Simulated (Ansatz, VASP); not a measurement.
# YSb: VASP beside Ansatz

One calculation is typed for both programs; each brings its own data sets and cutoff. How far apart do they land? The cell comes out of the VASP series on this material, whose earlier steps may have relaxed, scaled or displaced it; both programs get it as it stands.

Calculated with Ansatz 0.2.0; plane waves, with VASP 6.6.1 beside it; band structure at PBEsol, spin-orbit coupling and single point at PBEsol.

**1. Set-up**

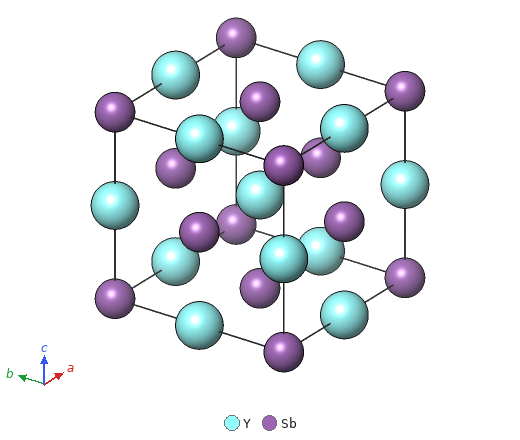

The cell as given, from a free direction (yttrium light teal, antimony purple). This picture shows the conventional cell, with its axes. Some periodic images of atoms are drawn too.

Coordinates:

```
Y Sb
1.0
     0.00000    3.05919    3.05919
     3.05919    0.00000    3.05919
     3.05919    3.05919    0.00000
Y Sb
1 1
Direct
  0.50000 0.50000 0.50000
  0.00000 0.00000 0.00000
```

**2. VASP: band structure, PBEsol, spin-orbit coupling**

Levels along a path test the potential and the projectors away from the mesh points.

Lines of VASP's logs that name or quote its potential files are left out, and so is its time.

INCAR reads:

```
SYSTEM = YSb
PREC = Accurate
ENCUT = 400
EDIFF = 1E-06
NELM = 100
ISMEAR = 0
SIGMA = 0.05
LREAL = .FALSE.
ALGO = Normal
GGA = PS
LNONCOLLINEAR = .TRUE.
MAGMOM = 0 0 0 0 0 0
NBANDS = 28
GGA_COMPAT = .FALSE.
LASPH = .TRUE.
LSORBIT = .TRUE.
LMAXMIX = 4
LORBIT = 11
LWAVE = .FALSE.
LCHARG = .FALSE.
KPAR = 2
```

POSCAR reads:

```
YSb
1.0
    0.0000000000      3.0591892983      3.0591892983
    3.0591892983      0.0000000000      3.0591892983
    3.0591892983      3.0591892983      0.0000000000
Y Sb
1 1
Direct
    0.5000000000      0.5000000000      0.5000000000
    0.0000000000      0.0000000000      0.0000000000
```

KPOINTS reads:

```
Automatic mesh
0
Gamma
5 5 5
0 0 0
```

KPOINTS_OPT reads:

```
Line mode
16
Line-mode
Reciprocal
  0.00000000   0.00000000   0.00000000 GAMMA
  0.50000000   0.00000000   0.50000000 X

  0.50000000   0.00000000   0.50000000 X
  0.50000000   0.25000000   0.75000000 W

  0.50000000   0.25000000   0.75000000 W
  0.37500000   0.37500000   0.75000000 K

  0.37500000   0.37500000   0.75000000 K
  0.00000000   0.00000000   0.00000000 GAMMA

  0.00000000   0.00000000   0.00000000 GAMMA
  0.50000000   0.50000000   0.50000000 L

  0.50000000   0.50000000   0.50000000 L
  0.62500000   0.25000000   0.62500000 U

  0.62500000   0.25000000   0.62500000 U
  0.50000000   0.25000000   0.75000000 W

  0.50000000   0.25000000   0.75000000 W
  0.50000000   0.50000000   0.50000000 L

  0.50000000   0.50000000   0.50000000 L
  0.37500000   0.37500000   0.75000000 K

  0.62500000   0.25000000   0.62500000 U
  0.50000000   0.00000000   0.50000000 X
```

PAW data sets: Y_sv and Sb (PBE family, release 64).

Started as:

```sh
> mpirun -np 2 vasp_ncl
```

Numbers of over 12 decimals in the logs are rounded to 6 here.

What it wrote:

```text
[banner, memory and clock lines left out]
running    2 mpi-ranks, on    1 nodes
 distrk:  each k-point on    1 cores,    2 groups
 distr:  one band on    1 cores,    1 groups

 POSCAR found type information on POSCAR Y Sb
 POSCAR found :  2 types and       2 ions
|                                                                             |
|               ----> ADVICE to this user running VASP <----                  |
|                                                                             |
|     You enforced a specific xc type in the INCAR file but a different       |
|     [... a line on the potential file left out ...]
|     I HOPE YOU KNOW WHAT YOU ARE DOING!                                     |
|                                                                             |

 LDA part: xc-table for (Slater+PW92), standard interpolation
 POSCAR, INCAR and KPOINTS ok, starting setup
 FFT: planning ... GRIDC
 FFT: planning ... GRID_SOFT
 FFT: planning ... GRID
 WAVECAR not read
 entering main loop
       N       E                     dE             d eps       ncg     rms          rms(c)
DAV:   1     0.650711391736E+02    0.65071E+02   -0.58277E+03   560   0.830E+02
DAV:   2    -0.858744857363E+01   -0.73659E+02   -0.69802E+02   688   0.224E+02
DAV:   3    -0.143052583482E+02   -0.57178E+01   -0.56267E+01   928   0.428E+01
DAV:   4    -0.146550582458E+02   -0.34980E+00   -0.34716E+00   756   0.101E+01
DAV:   5    -0.146660454123E+02   -0.10987E-01   -0.10986E-01   780   0.166E+00    0.273E+01
DAV:   6    -0.139484200836E+02    0.71763E+00   -0.95692E-01   628   0.578E+00    0.182E+01
DAV:   7    -0.138939055073E+02    0.54515E-01   -0.65863E-01   752   0.474E+00    0.686E+00
DAV:   8    -0.138847198225E+02    0.91857E-02   -0.60011E-02   668   0.140E+00    0.232E+00
DAV:   9    -0.138794438774E+02    0.52759E-02   -0.32917E-02   604   0.119E+00    0.569E-01
DAV:  10    -0.138789921881E+02    0.45169E-03   -0.37863E-03   664   0.369E-01    0.151E-01
DAV:  11    -0.138789963692E+02   -0.41811E-05   -0.18069E-04   712   0.103E-01    0.709E-02
DAV:  12    -0.138789976222E+02   -0.12530E-05   -0.23897E-05   772   0.290E-02    0.137E-02
DAV:  13    -0.138789972868E+02    0.33547E-06   -0.10097E-06   520   0.885E-03
   1 F= -.13878997E+02 E0= -.13878320E+02  d E =-.135406E-02  mag=     0.0000     0.0000    -0.0000
 Start KPOINTS_OPT (optional k-point list driver)
k-point batch [1-10\160]
       N       E                     dE             ncg
DAV:   1    -0.854748029830E+03   -0.15670E+04      568
DAV:   2    -0.152911799987E+04   -0.67437E+03      704
DAV:   3    -0.158716656475E+04   -0.58049E+02      920
DAV:   4    -0.159081226228E+04   -0.36457E+01      736
DAV:   5    -0.159093619965E+04   -0.12394E+00      796
DAV:   6    -0.159093741505E+04   -0.12154E-02      716
DAV:   7    -0.159093744934E+04   -0.34288E-04      792
DAV:   8    -0.159093745046E+04   -0.11266E-05      428
DAV:   9    -0.159093745052E+04   -0.52930E-07      376
[...]
k-point batch [151-160\160]
       N       E                     dE             ncg
DAV:   1    -0.874630461825E+03   -0.54178E+04      584
DAV:   2    -0.159266582957E+04   -0.71804E+03      732
DAV:   3    -0.164632034642E+04   -0.53655E+02      824
DAV:   4    -0.164918545395E+04   -0.28651E+01      752
DAV:   5    -0.164925496004E+04   -0.69506E-01      728
DAV:   6    -0.164925533788E+04   -0.37785E-03      680
DAV:   7    -0.164925535601E+04   -0.18126E-04      768
DAV:   8    -0.164925535615E+04   -0.14359E-06      544
```

From OUTCAR (step 2):

```text
ion  position               nearest neighbor table
   1  0.500  0.500  0.500-   2 3.06   2 3.06   2 3.06   2 3.06   2 3.06   2 3.06
   2  0.000  0.000  0.000-   1 3.06   1 3.06   1 3.06   1 3.06   1 3.06   1 3.06

  LATTYP: Found a face centered cubic cell.
 ALAT       =     6.1183785966

 Subroutine GETGRP returns: Found 48 space group operations
 (whereof 48 operations were pure point group operations)

The static configuration has the point symmetry O_h .

 Found     10 irreducible k-points:

   k-points           NKPTS =     10   k-points in BZ     NKDIM =     10   number of bands    NBANDS=     28

   dimension x,y,z NGX =    28 NGY =   28 NGZ =   28
   dimension x,y,z NGXF=    56 NGYF=   56 NGZF=   56

   ENCUT  =  400.0 eV  29.40 Ry    5.42 a.u.   7.06  7.06  7.06*2*pi/ulx,y,z

   NELECT =      16.0000    total number of electrons

 k-points in reciprocal lattice and weights: Automatic mesh
   0.00000000  0.00000000  0.00000000       0.008
   0.20000000  0.00000000  0.00000000       0.064
   0.40000000  0.00000000  0.00000000       0.064
   0.20000000  0.20000000  0.00000000       0.048
   0.40000000  0.20000000  0.00000000       0.192
  -0.40000000  0.20000000  0.00000000       0.192
  -0.20000000  0.20000000  0.00000000       0.096
   0.40000000  0.40000000  0.00000000       0.048
  -0.40000000  0.40000000  0.00000000       0.096
  -0.40000000  0.40000000  0.20000000       0.192

 average (electrostatic) potential at core
       1 -35.3052       2 -86.0664

 E-fermi :   5.0662

 k-point     1 :       0.0000    0.0000    0.0000
  band No.  band energies     occupation
    ...
      6     -16.9250      1.00000
      7     -16.9250      1.00000
      8     -16.9250      1.00000
      9      -4.7158      1.00000
     10      -4.7158      1.00000
     11       5.5414      0.00000
     12       5.5414      0.00000
     13       6.3178      0.00000
     14       6.3178      0.00000
     15       6.3178      0.00000
    ...

 k-point     2 :       0.2000    0.0000    0.0000
  band No.  band energies     occupation
    ...
     12       3.5168      1.00000
     13       4.4252      1.00000
     14       4.4252      1.00000
     15       4.6769      1.00000
     16       4.6769      1.00000
     17       6.8697      0.00000
     18       6.8697      0.00000
     19       6.8822      0.00000
     20       6.8822      0.00000
     21       7.0187      0.00000
    ...

 k-point     3 :       0.4000    0.0000    0.0000
  band No.  band energies     occupation
    ...
     12       1.3092      1.00000
     13       3.4287      1.00000
     14       3.4287      1.00000
     15       3.6862      1.00000
     16       3.6862      1.00000
     17       7.7740      0.00000
     18       7.7740      0.00000
     19       7.9531      0.00000
     20       7.9531      0.00000
     21       7.9533      0.00000
    ...

  Total       -0.0186287     -0.0186287     -0.0186287      0.0000000      0.0000000     -0.0000000
  in kB       -0.5212488     -0.5212488     -0.5212488      0.0000000      0.0000000     -0.0000000
  external PRESSURE =      -0.5212488 kB  Pullay stress =       0.0000000 kB

  energy-cutoff  :      400.00
  volume of cell :       57.26
      direct lattice vectors                 reciprocal lattice vectors
     0.000000000  3.059189298  3.059189298    -0.163441994  0.163441994  0.163441994
     3.059189298  0.000000000  3.059189298     0.163441994 -0.163441994  0.163441994
     3.059189298  3.059189298  0.000000000     0.163441994  0.163441994 -0.163441994

 POSITION                                       TOTAL-FORCE (eV/Angst)
 -----------------------------------------------------------------------------------
      3.05919      3.05919      3.05919         0.000000      0.000000      0.000000
      0.00000      0.00000      0.00000        -0.000000     -0.000000     -0.000000
 -----------------------------------------------------------------------------------
    total drift:                                0.000000      0.000000      0.000000

  FREE ENERGIE OF THE ION-ELECTRON SYSTEM (eV)
  ---------------------------------------------------
  free  energy   TOTEN  =       -13.8789972868 eV

  energy  without entropy=      -13.8776432318  energy(sigma->0) =      -13.87832026

 Spin-Orbit-Coupling matrix elements
 Ion:    1  E_soc:     -0.1003836
 Ion:    2  E_soc:     -0.1292637

 total charge
# of ion       s       p       d       f       tot
--------------------------------------------------
    1        2.170   6.325   0.983   0.028   9.506
    2        1.118   1.459   0.015   0.000   2.591
--------------------------------------------------
tot          3.287   7.784   0.997   0.028  12.096

 magnetization (x)
# of ion       s       p       d       f       tot
--------------------------------------------------
    1        0.000  -0.000   0.000  -0.000  -0.000
    2       -0.000   0.000   0.000   0.000  -0.000
--------------------------------------------------
tot         -0.000  -0.000   0.000  -0.000  -0.000

 magnetization (y)
# of ion       s       p       d       f       tot
--------------------------------------------------
    1        0.000  -0.000   0.000   0.000  -0.000
    2       -0.000   0.000  -0.000   0.000  -0.000
--------------------------------------------------
tot         -0.000  -0.000  -0.000   0.000  -0.000

 magnetization (z)
# of ion       s       p       d       f       tot
--------------------------------------------------
    1       -0.000  -0.000   0.000   0.000  -0.000
    2       -0.000   0.000   0.000   0.000   0.000
--------------------------------------------------
tot         -0.000  -0.000   0.000   0.000   0.000

[... 3 further parts left out ...]
```

The run ends at a pressure of -0.05 GPa.

[end of part 1 of 2]

[Lines on the potential files, build, host, timing and source positions are cut from VASP's logs without a mark.]

[Logs are printed without paths, hosts, clocks, repeated set-up lines and the standing remarks that a program may print on its own settings, such as how far it seeks lower states.]

[Hosts, paths, dates, database ids (printed as entryN), source tags and the programs' standing remarks are cut or masked in the printed files.]
